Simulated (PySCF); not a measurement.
```yaml
atoms:
  - { symbol: C, position_ang: [3.2053, -0.2968, -0.7030] }
  - { symbol: C, position_ang: [1.7738, -0.1570, -0.6056] }
  - { symbol: C, position_ang: [0.5722, -0.0643, -0.5280] }
  - { symbol: Si, position_ang: [-1.2504, 0.1761, -0.3705] }
  - { symbol: C, position_ang: [-1.8650, -1.1961, 0.8204] }
  - { symbol: F, position_ang: [-3.2431, -1.1887, 0.8956] }
  - { symbol: C, position_ang: [-1.6905, 1.8026, 0.4557] }
  - { symbol: F, position_ang: [-1.4657, 2.0647, 1.7432] }
  - { symbol: F, position_ang: [-1.7285, 2.9559, -0.2130] }
  - { symbol: H, position_ang: [3.5602, 0.1692, -1.6215] }
  - { symbol: H, position_ang: [3.4788, -1.3515, -0.7097] }
  - { symbol: H, position_ang: [3.6825, 0.1881, 0.1482] }
  - { symbol: H, position_ang: [-1.9562, 0.1685, -1.6480] }
  - { symbol: H, position_ang: [-1.5802, -2.1917, 0.4720] }
  - { symbol: H, position_ang: [-1.4976, -1.0710, 1.8422] }
```

Geometry: GFN2-xTB.

Computed with UKS B3LYP, pcH-1 on C F H Si, non-relativistic, mean-field spin-orbit, GIAO (PySCF).

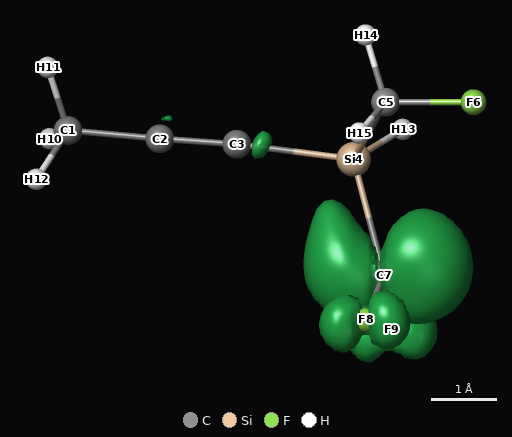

C₅H₆F₃Si (doublet). Isosurfaces of the spin density (α minus β) at +0.04 (green) and −0.04 e/Å³ (red), seen at a tilt.

Q: Describe the spin distribution.

A: The unpaired spin (1 electron) lies mostly on C7 (about 0.6), F9 (about 0.1), F8 (about 0.1) and Si4 (about 0.1), in electrons by Hirshfeld's partition.
